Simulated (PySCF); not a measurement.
# UHF/3-21G (preoptimised minimum) run of C2F3 (trifluorovinyl radical)

We compute an optimisation with harmonic vibrations of C2F3 (trifluorovinyl radical). Input form: a Python script.

The results are computed with PySCF 2.14.0.

1 further run of the same task is left out (set aside as unsound or not needed). Runs told in other sessions of the task aren't counted.

## (1) The molecule

C2F3 has 5 atoms, charge 0, and is taken as a doublet. As SMILES, `F[C]=C(F)F`. The shape is that of a PBE0-D4/def2-TZVP symmetrised optimisation. The run starts from this shape.

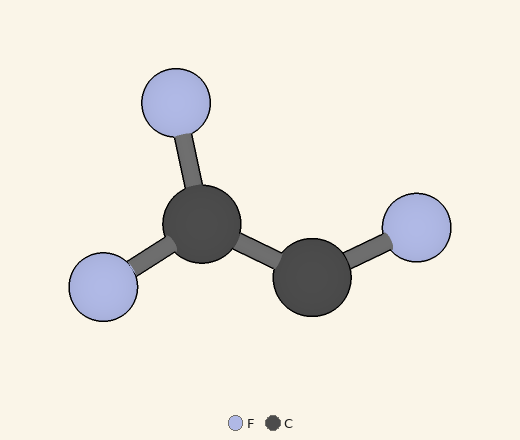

The structure, seen from a chosen angle (fluorine light blue, carbon dark grey).

## (2) An optimisation with harmonic vibrations at UHF/3-21G (preoptimised minimum)

The input, run.py:

```python
import numpy
from pyscf import gto, symm
from pyscf.hessian import thermo
from pyscf.geomopt.geometric_solver import kernel as optimise

mol = gto.M(
    atom=[
    ('F', (0.610533, -1.008742, 1.549245)),
    ('C', (0.539753, 0.063568, 0.823885)),
    ('C', (-0.093687, 0.272588, -0.305035)),
    ('F', (-0.815807, -0.625742, -0.942505)),
    ('F', (-0.076727, 1.421968, -0.934755)),
],
    max_memory=1860,
    charge=0,
    spin=1,
    basis='3-21g',
    verbose=3,
)

mf = mol.UHF()
mf.conv_tol = 1e-10
converged, mol_eq = optimise(mf, maxsteps=80)
print('converged:', converged)
print(mol_eq.tostring())

mf.reset(mol_eq)
mol = mol_eq
mf.kernel()
etot = mf.e_tot
print('E(%s) = %.9f' % ('HF', etot))
hess = mf.Hessian().kernel()
modes = thermo.harmonic_analysis(mol, hess)
print('frequencies (1/cm)', numpy.round(modes['freq_wavenumber'], 1))
symm.geom.TOLERANCE = 1e-3  # for the symmetry number
th = thermo.thermo(mf, modes['freq_au'], 298.15, 101325)
thermo.dump_thermo(mol, th)
```

Launch:

```console
OMP_NUM_THREADS=1 python run.py
```

The log of the run:

```text
<dir> SyntaxWarning: invalid escape sequence '\W'
  S = {(paw_set(r)[0], bool(re.search(r"spin_orbit\W+true|paw_fr", str((r.get("files") or {}).get("input") or "")) or re.search("(?i)spin.orbit\W+(value\W+)?(true|yes)|value\W+spin-orbit", json.dumps(r.get("inputs"), default=str)))) for r in records}

maxiter                   80
----------------------------------------------------------
Custom engine selected.
Bonds will be generated from interatomic distances less than 1.20 times sum of covalent radii
15 internal coordinates being used (instead of 15 Cartesians)
Internal coordinate system (atoms numbered from 1):
Distance 1-2
Distance 2-3
Distance 3-4
Distance 3-5
Angle 1-2-3
Angle 2-3-5
Angle 4-3-5
Out-of-Plane 3-2-4-5
Dihedral 1-2-3-4
Dihedral 1-2-3-5
Translation-X 1-5
Translation-Y 1-5
Translation-Z 1-5
Rotation-A 1-5
Rotation-B 1-5
Rotation-C 1-5
> ===== Optimization Info: ====
> Job type: Energy minimization
> Maximum number of optimization cycles: 80
> Initial / maximum trust radius (Angstrom): 0.100 / 0.300
> Convergence Criteria:
> Will converge when all 5 criteria are reached:
>  |Delta-E| < 1.00e-06
>  RMS-Grad  < 3.00e-04
>  Max-Grad  < 4.50e-04
>  RMS-Disp  < 1.20e-03
>  Max-Disp  < 1.80e-03
> === End Optimization Info ===

Geometry optimization cycle 1
Cartesian coordinates (Angstrom)
[... 7 lines left out ...]
WARN: Mole.unit (angstrom) is changed to Bohr
[... 1 line left out ...]
converged SCF energy = -371.89073625011  <S^2> = 0.98243043  2S+1 = 2.2202977
[... 9 lines left out ...]
Step    0 : Gradient = 3.039e-02/3.850e-02 (rms/max) Energy = -371.8907362501
[... 10 lines left out ...]
converged SCF energy = -371.892954475604  <S^2> = 0.99832344  2S+1 = 2.2345679
[... 20 lines left out ...]
converged SCF energy = -371.892996920507  <S^2> = 0.99940479  2S+1 = 2.2355355
[... 20 lines left out ...]
converged SCF energy = -371.892998892549  <S^2> = 1.0010191  2S+1 = 2.2369793
[... 20 lines left out ...]
converged SCF energy = -371.893004248841  <S^2> = 1.0011518  2S+1 = 2.2370979
[... 20 lines left out ...]
converged SCF energy = -371.893004282693  <S^2> = 1.0012822  2S+1 = 2.2372145
[... 11 lines left out ...]
Converged! =D
[... 1 line left out ...]
converged: True
F           0.61317435       -1.02836965        1.56470402
C           0.54625792        0.07779944        0.82606548
C          -0.09434689        0.27237220       -0.30595291
F          -0.82631584       -0.64159821       -0.95020542
F          -0.07470454        1.44343621       -0.94377616

converged SCF energy = -371.893004282733  <S^2> = 1.0013082  2S+1 = 2.2372378
E(HF) = -371.893004283
frequencies (1/cm) [ 217.3  309.5  480.8  487.3  624.4  921.1 1311.3 1448.6 1839.7]
temperature 298.1500 [K]
pressure 101325.00 [Pa]
Rotational constants [GHz] 10.97299 3.70990 2.77252
Symmetry number 1
Zero-point energy (ZPE) 0.01741 [Eh]   45697.419 [J/mol]
                           tot       elec      trans        rot        vib
Entropy [J/mol/K]       298.119      5.763    163.555    106.514     22.287
Cv [J/mol/K]             57.360      0.000     12.472     12.472     32.416
Cp [J/mol/K]             65.674      0.000     20.786     12.472     32.416
Internal energy [J/mol]                      3718.434   3718.434  49976.335
Internal energy [Eh]   -371.87114  -371.89300
Enthalpy [J/mol]                             6197.391   3718.434  49976.335
Enthalpy [Eh]          -371.87019
Gibbs free energy [J/mol]                  -42566.437 -28038.800  43331.612
Gibbs free energy [Eh] -371.90405
```

Run time: 10 s. Hardware: 1 thread of Arm Neoverse N1, shared host; peak memory 0.14 GiB.

## (3) Results

At UHF/3-21G (preoptimised minimum):

| quantity | value |
| --- | --- |
| total energy | -371.89300 Eh |
| dipole moment | 0.82 D |
| HOMO energy (highest over α and β) | -11.29 eV |
| LUMO energy (lowest over α and β) | 1.80 eV |
| ⟨S²⟩ | 1.001 |
| lowest harmonic wavenumber | 217 cm⁻¹ |
| highest harmonic wavenumber | 1840 cm⁻¹ |
| zero-point energy | 45.7 kJ/mol |
| ideal-gas entropy at 298.15 K (symmetry number 1 as used) | 71.3 cal/(mol K) |

**Reading.** At the final geometry: Bond lengths: F1–C2 1.332 Å, C2–C3 1.315 Å, C3–F4 1.336 Å, C3–F5 1.334 Å. Angles: F1–C2–C3 128.7°, C2–C3–F4 125.5°, C2–C3–F5 122.3°, F4–C3–F5 112.2°. ⟨S²⟩ is 1.00 where a pure doublet has 0.75: the reference is spin-contaminated. All 9 modes are real, so the shape is a minimum at this level.
